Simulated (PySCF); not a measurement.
# Run report: CH5AlO, frequency calculation

- system: CH5AlO
- method: HF/6-31G*, RHF (PySCF 2.14.0)

The geometry was optimised with HF/6-31G* symmetrised. Figures and captions count atoms from 1; the log counts them from 0 in places.

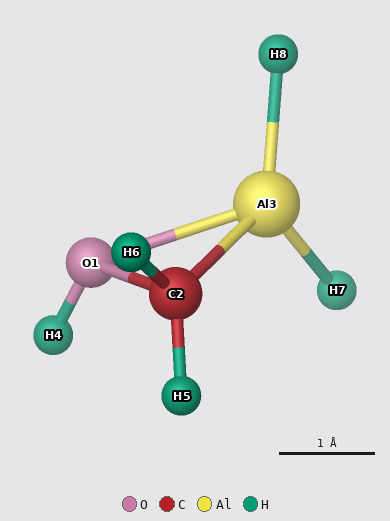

Fig. 1: The structure as given in the input (ball-and-stick view, seen at a tilt; atoms are numbered from 1 in the order of the input). Sticks mark near contacts. Bond lengths as drawn: Al–C 1.96 Å, Al–H 1.58 to 1.59 Å, Al–O 1.96 Å, C–H 1.08 Å, C–O 1.52 Å and H–O 0.95 Å.

The input (job.py)
```python
from pyscf import gto, symm
from pyscf.hessian import thermo

mol = gto.Mole()
mol.atom = 'mol.xyz'
mol.verbose = 3
mol.max_memory = 1860
mol.spin = 0
mol.basis = '6-31g*'
mol.build()

mf = mol.RHF()
mf = mf.density_fit()
mf.kernel()

etot = mf.e_tot
print(f'total energy: {etot:.8f} hartree')
hess = mf.Hessian().kernel()
modes = thermo.harmonic_analysis(mol, hess)
thermo.dump_normal_mode(mol, modes)
symm.geom.TOLERANCE = 1e-3  # for the symmetry number
th = thermo.thermo(mf, modes['freq_au'], 500, 101325)
thermo.dump_thermo(mol, th)
```

File mol.xyz
```
8

O     -0.748055     0.492067    -0.693530
C     -0.360160     0.856910     0.727237
Al     0.637120    -0.683919     0.051172
H     -1.668943     0.287818    -0.795563
H     -1.224788     0.728753     1.361699
H     -0.051721     1.888833     0.705539
H      0.019517    -2.111998     0.365740
H      2.036702    -0.507367    -0.664426
```

Hardware: 1 thread of Arm Neoverse V2, 24 GiB of memory available, shared host.

Command:
```bash
OMP_NUM_THREADS=1 python job.py
```

What the program printed
```
converged SCF energy = -357.502611418659
total energy: -357.50261142 hartree
Mode                                 0                   1                   2
Irrep
Freq [cm^-1]                      332.8953            359.8684            449.1668
Reduced mass [au]                   1.0686              5.6288              1.0681
Force const [Dyne/A]                0.0698              0.4295              0.1270
Char temp [K]                     478.9622            517.7705            646.2510
Normal mode                   x     y     z       x     y     z       x     y     z
       0   O                -0.01 -0.03  0.00   -0.13  0.11 -0.03    0.01 -0.03  0.01
       1   C                 0.03  0.02  0.03    0.00 -0.05 -0.09    0.00  0.02  0.00
       2  Al                -0.02  0.02 -0.01    0.07 -0.04  0.06   -0.03 -0.02  0.00
       3   H                 0.08 -0.53  0.20   -0.14  0.07  0.11   -0.05  0.32 -0.10
       4   H                -0.02  0.26  0.00    0.06  0.02 -0.00   -0.07  0.32 -0.04
       5   H                 0.18 -0.03 -0.12    0.14 -0.08 -0.01    0.28 -0.07 -0.10
       6   H                -0.22  0.00 -0.48    0.02 -0.07 -0.17    0.46 -0.26 -0.17
       7   H                 0.19  0.08  0.41    0.10  0.01  0.13   -0.07  0.55  0.04
Mode                                 3                   4                   5
Irrep
Freq [cm^-1]                      522.2553            646.0490            689.8746
Reduced mass [au]                   1.2551              2.1556              1.5503
Force const [Dyne/A]                0.2017              0.5301              0.4347
Char temp [K]                     751.4091            929.5206            992.5760
Normal mode                   x     y     z       x     y     z       x     y     z
       0   O                -0.02 -0.07  0.06    0.03  0.01  0.08   -0.02  0.05  0.01
       1   C                -0.00  0.05 -0.03   -0.12  0.10 -0.03   -0.06  0.07  0.06
       2  Al                 0.02  0.00 -0.02    0.05 -0.06 -0.00    0.02 -0.06 -0.06
       3   H                -0.13  0.56 -0.19    0.06 -0.09  0.01    0.02 -0.13  0.02
       4   H                 0.09 -0.12  0.06   -0.16  0.19 -0.06   -0.13  0.18 -0.02
       5   H                -0.16  0.10 -0.03   -0.11  0.11 -0.07   -0.06  0.07 -0.02
       6   H                -0.19  0.05 -0.24   -0.11 -0.06 -0.35    0.30 -0.06  0.47
       7   H                 0.26 -0.16  0.41   -0.14 -0.12 -0.39    0.26 -0.13  0.38
Mode                                 6                   7                   8
Irrep
Freq [cm^-1]                      751.8553            830.3576            892.1198
Reduced mass [au]                   1.2936              1.1117              4.6714
Force const [Dyne/A]                0.4308              0.4516              2.1905
Char temp [K]                    1081.7524           1194.6997           1283.5618
Normal mode                   x     y     z       x     y     z       x     y     z
       0   O                 0.01  0.02 -0.01    0.01  0.01  0.03    0.06  0.03  0.13
       1   C                 0.06  0.08 -0.04   -0.02 -0.01 -0.03   -0.03 -0.07 -0.17
       2  Al                -0.03 -0.04  0.01    0.02 -0.03 -0.02   -0.04  0.03 -0.01
       3   H                 0.04 -0.19  0.17    0.01  0.03  0.04    0.09 -0.12  0.14
       4   H                 0.16 -0.44  0.00   -0.04  0.04 -0.04    0.03 -0.07 -0.09
       5   H                -0.45  0.24  0.12    0.02 -0.02 -0.03    0.09 -0.11 -0.05
       6   H                 0.17 -0.15 -0.14   -0.54  0.30  0.32    0.19 -0.04  0.11
       7   H                -0.03  0.34  0.10   -0.03  0.63  0.06    0.05 -0.09  0.13
Mode                                 9                  10                  11
Irrep
Freq [cm^-1]                     1105.7235           1298.3591           1350.9544
Reduced mass [au]                   1.0519              1.1891              1.2635
Force const [Dyne/A]                0.7577              1.1810              1.3586
Char temp [K]                    1590.8899           1868.0497           1943.7227
Normal mode                   x     y     z       x     y     z       x     y     z
       0   O                 0.02 -0.03 -0.03    0.01  0.03  0.01    0.05 -0.00 -0.05
       1   C                 0.00  0.01  0.00    0.05 -0.09  0.04   -0.10  0.01  0.01
       2  Al                 0.00  0.01 -0.01   -0.00  0.00  0.00   -0.00 -0.00 -0.00
       3   H                -0.13  0.27  0.73   -0.02  0.12  0.14   -0.03  0.14  0.44
       4   H                -0.29  0.01 -0.40   -0.11  0.24 -0.09    0.34 -0.08  0.60
       5   H                 0.02  0.01  0.27   -0.53  0.07 -0.65    0.10 -0.07 -0.24
       6   H                -0.01  0.02 -0.01    0.02 -0.00 -0.03    0.01 -0.01  0.01
       7   H                 0.01 -0.07  0.00   -0.02 -0.01 -0.00    0.01  0.01  0.01
Mode                                12                  13                  14
Irrep
Freq [cm^-1]                     1607.1604           2002.8640           2028.0819
Reduced mass [au]                   1.0845              1.0471              1.0372
Force const [Dyne/A]                1.6504              2.4749              2.5135
Char temp [K]                    2312.3460           2881.6754           2917.9583
Normal mode                   x     y     z       x     y     z       x     y     z
       0   O                -0.01  0.01  0.01    0.00 -0.00 -0.00   -0.00 -0.00  0.00
       1   C                -0.01  0.05  0.06   -0.00  0.00  0.00   -0.00  0.00 -0.00
       2  Al                 0.00 -0.00  0.00   -0.02 -0.03  0.01    0.03 -0.00 -0.01
       3   H                 0.00 -0.00 -0.01    0.00 -0.00 -0.00    0.00  0.00 -0.01
       4   H                -0.14 -0.61 -0.30    0.00 -0.01  0.01    0.00 -0.01  0.00
       5   H                 0.38 -0.10 -0.54    0.01 -0.00 -0.00    0.01  0.00  0.00
       6   H                -0.00 -0.01 -0.00    0.38  0.87 -0.19    0.07  0.13 -0.04
       7   H                 0.01 -0.00 -0.01    0.11  0.00 -0.06   -0.86 -0.11  0.44
Mode                                15                  16                  17
Irrep
Freq [cm^-1]                     3276.6533           3357.1635           4093.6076
Reduced mass [au]                   1.0576              1.1104              1.0676
Force const [Dyne/A]                6.6902              7.3734             10.5405
Char temp [K]                    4714.3745           4830.2107           5889.7899
Normal mode                   x     y     z       x     y     z       x     y     z
       0   O                 0.00  0.00 -0.00   -0.00 -0.00  0.00    0.06  0.01  0.01
       1   C                -0.04  0.03  0.04    0.05  0.07 -0.03    0.00  0.00 -0.00
       2  Al                 0.00 -0.00 -0.00    0.00  0.00 -0.00    0.00  0.00 -0.00
       3   H                -0.00  0.00  0.00    0.01  0.00 -0.00   -0.94 -0.20 -0.10
       4   H                 0.66  0.12 -0.47   -0.40 -0.05  0.28   -0.01 -0.00 -0.00
       5   H                -0.17 -0.49  0.02   -0.23 -0.77  0.03   -0.00 -0.01 -0.00
       6   H                 0.00  0.00 -0.00   -0.00 -0.00 -0.00   -0.00  0.00 -0.00
       7   H                -0.00  0.00  0.00   -0.00 -0.00  0.00   -0.00  0.00  0.00
temperature 500.0000 [K]
pressure 101325.00 [Pa]
Rotational constants [GHz] 19.59024 8.13610 6.64931
Symmetry number 1
Zero-point energy (ZPE) 0.05831 [Eh]   153092.155 [J/mol]
                           tot       elec      trans        rot        vib
Entropy [J/mol/K]       324.826      0.000    170.562    103.652     50.612
Cv [J/mol/K]             95.662      0.000     12.472     12.472     70.719
Cp [J/mol/K]            103.977      0.000     20.786     12.472     70.719
Internal energy [J/mol]                      6235.845   6235.845 169194.848
Internal energy [Eh]   -357.43342  -357.50261
Enthalpy [J/mol]                            10393.075   6235.845 169194.848
Enthalpy [Eh]          -357.43183
Gibbs free energy [J/mol]                  -74888.149 -45589.918 143888.798
Gibbs free energy [Eh] -357.49369
```

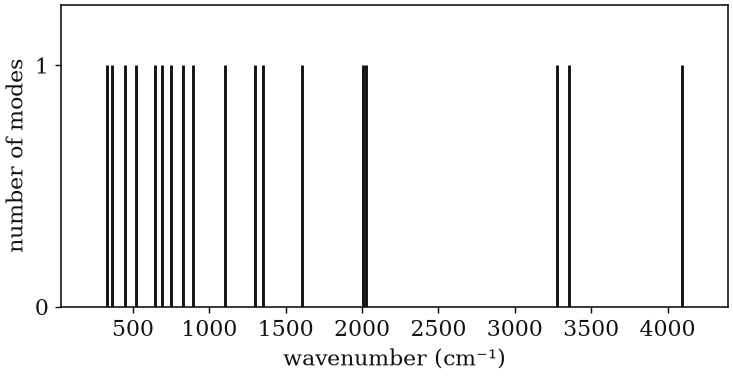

Fig. 2: Harmonic vibrational wavenumbers from the force constants; neighbouring modes closer than 17 cm⁻¹ are counted in one stick. 18 modes from 333 to 4094 cm⁻¹, none imaginary.

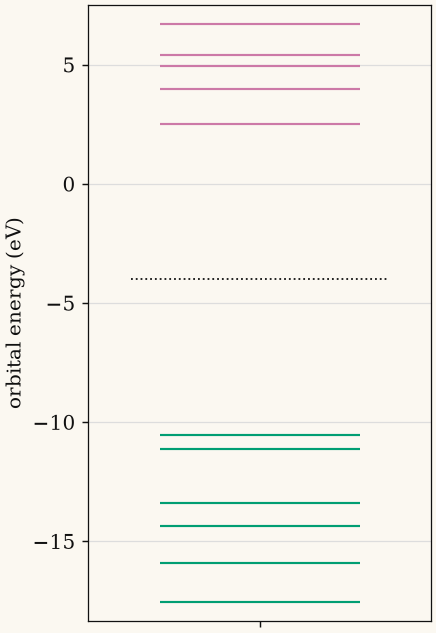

Fig. 3: Orbital energies near the frontier; the dotted line parts filled from empty levels, and levels within 0.02 eV of each other stand side by side. Highest filled −10.54 eV, lowest empty 2.53 eV, 13.07 eV apart.

Summary

```json
{"quantity": "outcome", "value": "converged"}
{"quantity": "total energy", "value": "−357.502611 hartree"}
{"quantity": "basis functions", "value": "56"}
{"quantity": "HOMO", "value": "−10.54 eV"}
{"quantity": "LUMO", "value": "2.53 eV"}
{"quantity": "zero-point energy", "value": "0.058310 hartree"}
{"quantity": "dipole moment", "value": "2.61 D"}
{"quantity": "wavenumbers, lowest and highest", "value": "333 and 4094 cm⁻¹"}
{"quantity": "wall time", "value": "9.3 s"}
{"quantity": "peak memory", "value": "0.31 GiB"}
```
